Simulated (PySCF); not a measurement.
**NMR shielding calculation, with input and output: C₇H₁₂BP**

System: C₇H₁₂BP.
Method: GIAO PBE0/pcSseg-1 NMR shielding, non-relativistic, IEF-PCM acetone (PySCF 2.14.0).

The geometry comes from this level: PBE0-D3(BJ)/def2-SVP. It belongs to a series of runs on one base structure; here: solvent acetone. Figures and captions count atoms from 1; the log counts them from 0 in places.

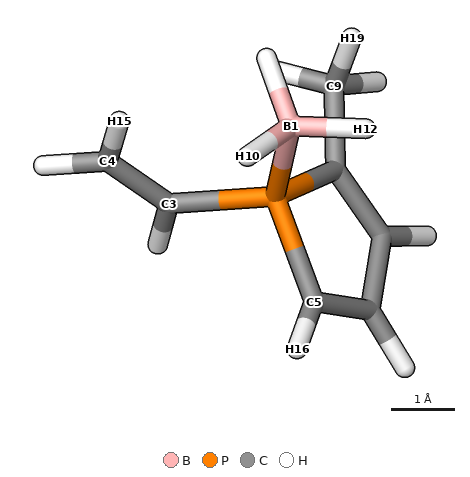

The structure (stick view, seen at a tilt; atoms are numbered from 1 in the order of the input).

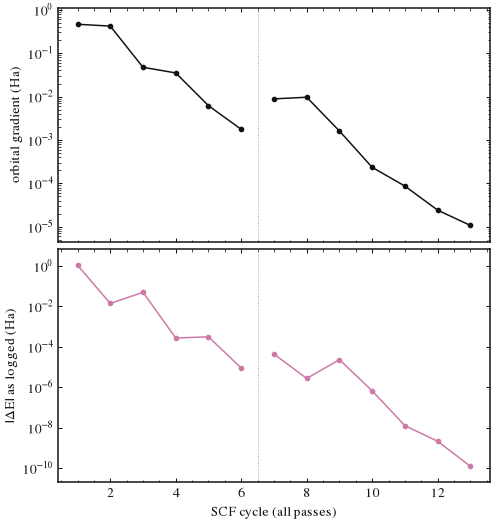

Convergence of the self-consistent field: orbital gradient and size of the energy change against the SCF cycle. The dotted line marks the change from a coarse to the final integration grid. The first 6 cycles use a coarse grid, the final grid takes over at cycle 7, and the field converges after 13 cycles in all.

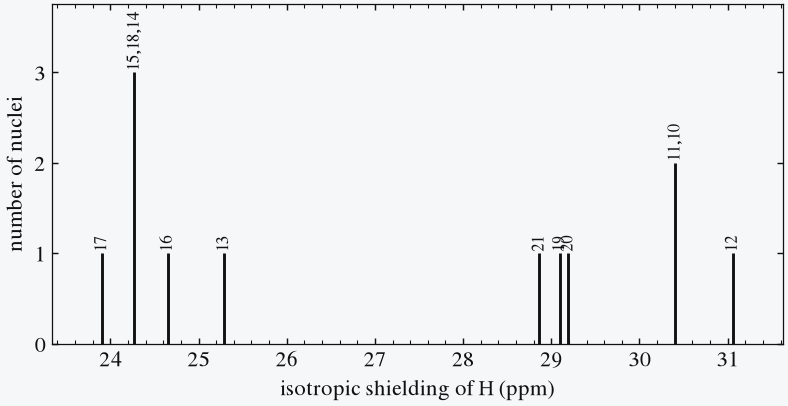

Isotropic shieldings of the hydrogen nuclei in this fixed geometry, labelled by atom number; shielding grows to the right, so chemical shift grows to the left. The least shielded is H17 (23.9 ppm), the most shielded H12 (31.1 ppm).

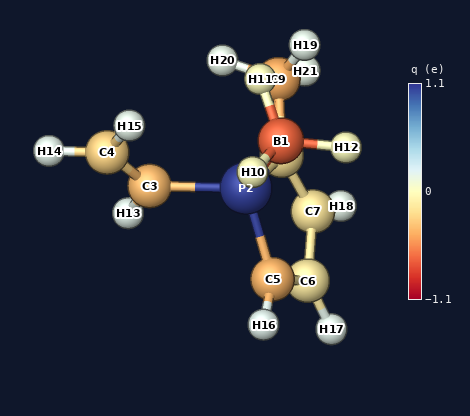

IAO charges, as the colour of each atom (ball-and-stick view, seen at a tilt; atoms are numbered from 1 in the order of the input). By element: B −0.68, P +1.05, C −0.42 to −0.12 and H 0.00 to +0.18 e.

These pictures come from the run below.

### Input file
```
{"job": {"kind": "nmr", "xc": "PBE0", "basis": "pcSseg-1", "solvent": "acetone", "pop": true}, "charge": 0, "multiplicity": 1}
B     -0.669489     0.221357     2.037021
P     -0.418697    -0.264482     0.196513
C     -1.437453     0.651048    -0.986891
C     -2.277308     1.607943    -0.587218
C     -0.527733    -1.995084    -0.301105
C      0.655291    -2.371991    -0.829657
C      1.669616    -1.315474    -0.908710
C      1.281405    -0.106986    -0.443444
C      2.062130     1.153997    -0.356882
H     -1.849485    -0.001647     2.266933
H     -0.373560     1.410863     2.045654
H      0.108979    -0.484858     2.657164
H     -1.325581     0.384358    -2.043839
H     -2.885757     2.163524    -1.307352
H     -2.383056     1.862612     0.471995
H     -1.398648    -2.632850    -0.149780
H      0.865270    -3.389142    -1.172375
H      2.670200    -1.508763    -1.306681
H      2.142757     1.487507     0.690626
H      1.564997     1.969374    -0.908023
H      3.074855     1.025261    -0.764710
```

The first line tells a small driver script what to run in PySCF; the rest is the geometry in Å.

Command:
```bash
OMP_NUM_THREADS=1 python <driver script> task.json out
```

### What the program printed
```
coarse grid: 17752 points
cycle   1  E = -639.4466929017  dE =  1.106e+00  |g| = 4.645e-01  |ddm| = 4.236e+00
cycle   2  E = -639.4606828884  dE = -1.399e-02  |g| = 4.215e-01  |ddm| = 9.411e-01
cycle   3  E = -639.5107180573  dE = -5.004e-02  |g| = 4.733e-02  |ddm| = 4.296e-01
cycle   4  E = -639.5109911376  dE = -2.731e-04  |g| = 3.510e-02  |ddm| = 7.143e-02
cycle   5  E = -639.5113035680  dE = -3.124e-04  |g| = 6.172e-03  |ddm| = 3.136e-02
cycle   6  E = -639.5113125249  dE = -8.957e-06  |g| = 1.760e-03  |ddm| = 7.090e-03
final grid: 166056 points
cycle   7  E = -639.5666958194  dE = -4.390e-05  |g| = 8.862e-03  |ddm| = 4.427e-02
cycle   8  E = -639.5666930938  dE =  2.726e-06  |g| = 9.654e-03  |ddm| = 1.585e-02
cycle   9  E = -639.5667162596  dE = -2.317e-05  |g| = 1.609e-03  |ddm| = 8.471e-03
cycle  10  E = -639.5667169219  dE = -6.623e-07  |g| = 2.340e-04  |ddm| = 1.487e-03
cycle  11  E = -639.5667169345  dE = -1.256e-08  |g| = 8.652e-05  |ddm| = 3.030e-04
cycle  12  E = -639.5667169366  dE = -2.116e-09  |g| = 2.410e-05  |ddm| = 1.199e-04
cycle  13  E = -639.5667169367  dE = -1.226e-10  |g| = 1.073e-05  |ddm| = 2.684e-05
converged SCF energy = -639.5667169367

GIAO shielding tensors (ppm)
atom      isotropic    diamagn.    paramagn.     s11        s22        s33       span
  0 B      151.288     191.313     -40.025    147.677    151.849    154.337      6.660
  1 P      292.207     970.264    -678.057    231.180    316.417    329.023     97.844
  2 C       50.114     261.359    -211.246    -59.358     54.047    155.652    215.010
  3 C       34.186     255.785    -221.599   -100.336     33.694    169.200    269.537
  4 C       49.167     265.141    -215.974    -50.980     49.431    149.049    200.029
  5 C       29.863     255.366    -225.503    -82.081     30.332    141.337    223.418
  6 C       39.629     251.745    -212.115    -60.788     50.894    128.781    189.569
  7 C       28.410     269.507    -241.097    -69.059      9.934    144.354    213.412
  8 C      168.307     244.854     -76.547    152.266    168.039    184.615     32.349
  9 H       30.424      30.332       0.092     27.494     28.573     35.205      7.711
 10 H       30.391      31.096      -0.705     27.609     29.308     34.256      6.647
 11 H       31.058      30.092       0.965     27.702     29.602     35.870      8.167
 12 H       25.290      31.958      -6.669     22.806     23.644     29.418      6.612
 13 H       24.300      27.488      -3.188     20.896     23.839     28.165      7.269
 14 H       24.255      31.437      -7.182     19.841     23.027     29.896     10.054
 15 H       24.649      31.969      -7.320     23.085     24.259     26.603      3.518
 16 H       23.907      29.650      -5.744     22.230     22.422     27.067      4.836
 17 H       24.267      31.797      -7.530     22.305     22.525     27.970      5.665
 18 H       29.099      29.035       0.064     23.815     28.890     34.591     10.777
 19 H       29.194      29.286      -0.092     24.303     28.536     34.743     10.439
 20 H       28.866      28.339       0.527     24.119     27.119     35.362     11.243
```

### Summary

```json
{"quantity": "outcome", "value": "converged"}
{"quantity": "total energy", "value": "−639.566717 hartree"}
{"quantity": "HOMO", "value": "−6.92 eV"}
{"quantity": "LUMO", "value": "−1.75 eV"}
{"quantity": "dipole moment", "value": "6.18 D"}
{"quantity": "isotropic shielding, B", "value": "151.3 ppm"}
{"quantity": "isotropic shielding, P", "value": "292.2 ppm"}
{"quantity": "isotropic shielding, C", "value": "28.4 to 168.3 ppm"}
{"quantity": "isotropic shielding, H", "value": "23.9 to 31.1 ppm"}
{"quantity": "hardware", "value": "1 CPU thread, shared host"}
{"quantity": "wall time", "value": "47 s"}
{"quantity": "peak memory", "value": "1.3 GiB"}
```
